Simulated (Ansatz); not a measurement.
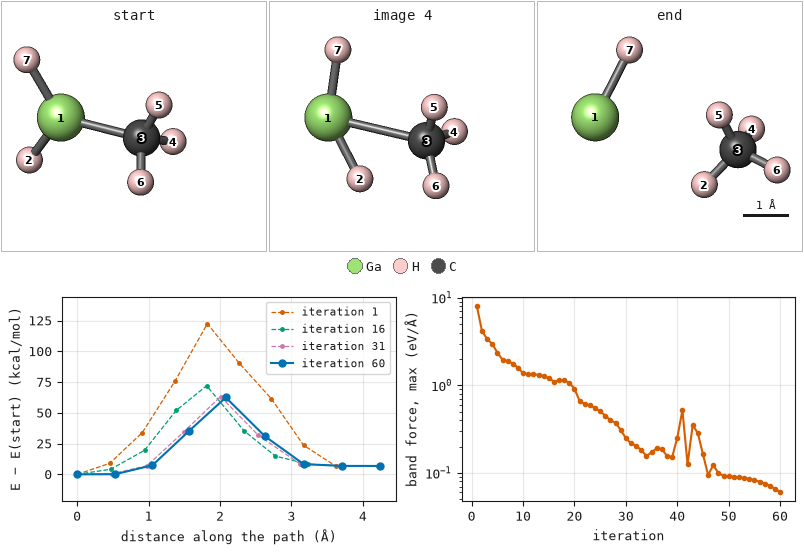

NEB run on CH5Ga. Images are numbered from 0 (start) to 8 (end). The plot follows the band through its iterations. The picture is a ball-and-stick view, seen at a tilt.

All numbers below come from RKS B3LYP-D4/def2-SVP in Ansatz 0.2.0. Set-up: 7 movable images; climbing image from the first iteration; force threshold 0.05 eV/Å; iteration limit 60; optimiser FIRE; starting path through a guess of the saddle point.

**Judge this run.**

The result isn't final. The band hadn't converged when the run stopped after 60 iterations. The largest component of the band force went from 8.1 to 0.06 eV/Å. The barrier read from it is provisional, though the highest image hardly moved in the last two iterations. The first iteration put the highest image at 122.5 kcal/mol. The energy climbs by 62.5 kcal/mol to image 4 and then falls by 55.7 kcal/mol, so the end point sits at +6.8 kcal/mol.

The run took 14 min on 1 thread of Arm Neoverse V1, on a shared host, peak memory 0.14 GiB.
